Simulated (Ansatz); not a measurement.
## Electronic structure of CH6Si···AsH3 in real space

| atom | x (Å) | y (Å) | z (Å) |
| --- | --- | --- | --- |
| Si | -1.4571 | 0.5664 | 0.1332 |
| C | 0.1680 | 1.4899 | 0.1839 |
| H | -1.6663 | -0.0645 | -1.1986 |
| H | -1.4911 | -0.5066 | 1.1639 |
| H | -2.5946 | 1.4915 | 0.3901 |
| H | 0.3694 | -1.9617 | -1.0985 |
| As | 1.5186 | -2.6237 | -0.3526 |
| H | 0.3221 | 1.9491 | 1.1629 |
| H | 1.0023 | 0.8125 | -0.0105 |
| H | 0.1872 | 2.2808 | -0.5691 |
| H | 1.1555 | -1.9164 | 0.9447 |
| H | 2.4861 | -1.5173 | -0.7492 |

The reactant side of a reaction path; geometry: PBE0-D4/def2-TZVP; a saddle point, not a minimum.

Method: Ansatz, RKS PBE0-D4/def2-TZVPP.

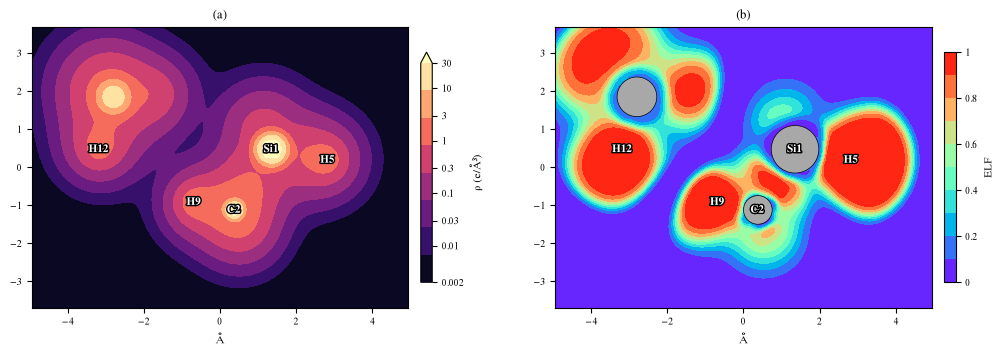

Figure 1. (a) electron density; (b) electron localisation function on the plane of atoms Si1, C2 and H9. Grey discs cover the atomic cores in the ELF map.

> Read the bonding off the picture.

The plane passes through Si, C and H nuclei.
C–Si (1.87 Å): ρ is about 0.96 e/Å³ halfway; the ELF peaks at about 0.95 between the atoms: a covalent bond.
C–H (1.09 Å): the density is about 2 e/Å³ at the midpoint; the ELF climbs to about 1 towards the hydrogen, as it does in any bond to H (an ordinary covalent bond to hydrogen).
Si–H (1.49 Å): ρ is about 0.8 e/Å³ halfway; the ELF climbs to about 1 towards the hydrogen.

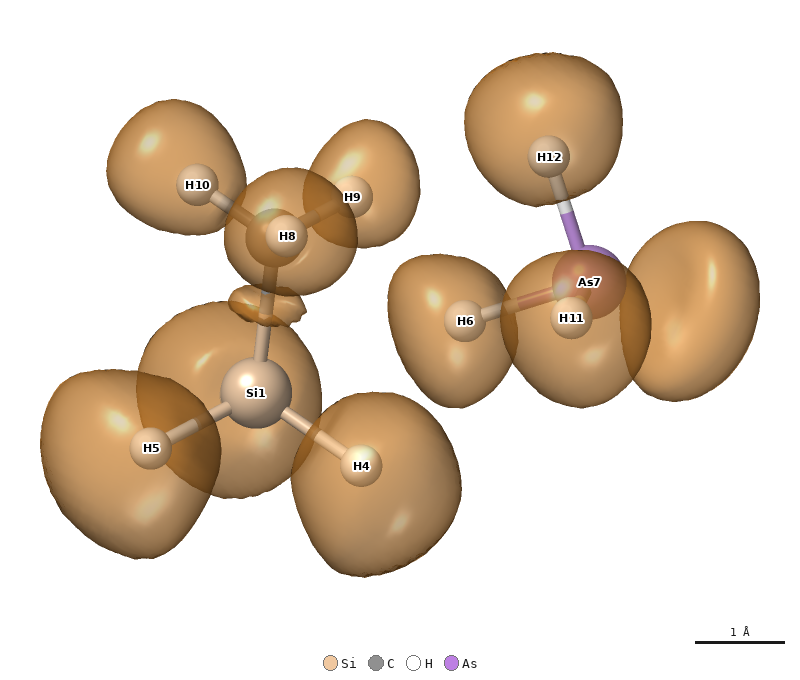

Figure 2. Isosurface of the ELF at 0.9 (orange), seen at a tilt. Core shells and regions of very low density are left out.

> What do the ELF domains correspond to?

At this value the surface marks out one region between bonded C–Si atoms (shared pairs), nine regions around hydrogen nuclei and one lobe on As, pointing away from the bonds (lone pairs). Along the contacts the grid gives the following. Si1···H6 (3.35 Å): the ELF dips to about 0 between them (a non-bonded, intermolecular contact).

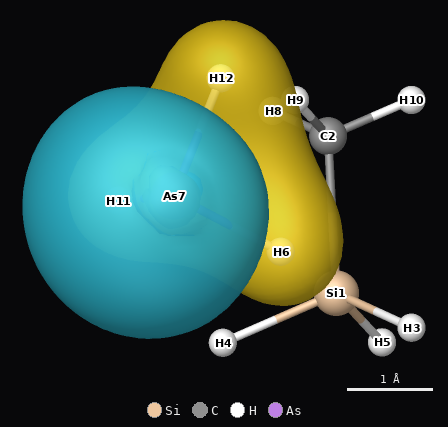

Figure 3. The HOMO at ±0.1 Å⁻³ᐟ² (yellow and cyan are the two phases), seen at an oblique angle.

> Describe this orbital and give its energy.

Its weight (Hirshfeld) is mainly on As7 (about 75 %), H12 (about 5 %), H11 (about 5 %) and H6 (about 5 %); largely a lone pair of As7. Its energy is −7.86 eV.
